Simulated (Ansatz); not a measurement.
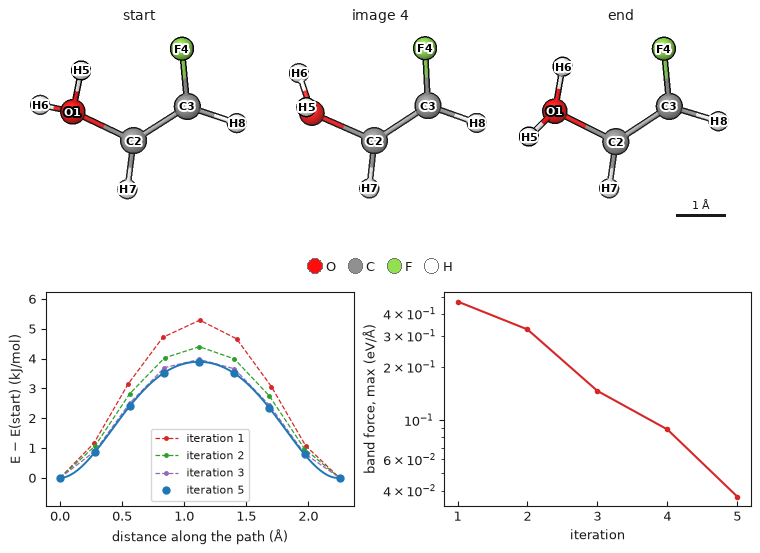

NEB run on C2H4FO (charge +1). Images are numbered from 0 (start) to 8 (end). The plot follows the band through its iterations. A ball-and-stick model, seen at a tilt.

Computed with RKS PBE/def2-SVP (Ansatz 0.2.0). Settings: 7 movable images; climbing image; force threshold 0.05 eV/Å; iteration limit 10; starting path by image-dependent pair potential.

**Did the band converge, and can the barrier be trusted?**

The run is converged, with reservations. The band converged in 5 iterations. The largest component of the band force went from 0.47 to 0.037 eV/Å. The climbing image converged on the top of the path. Its curvatures weren't checked. The iteration limit was low. The first iteration put the highest image at 5.29 kJ/mol. The barrier is about 3.89 kJ/mol in both directions, with image 4 at the top; the ends have the same energy.
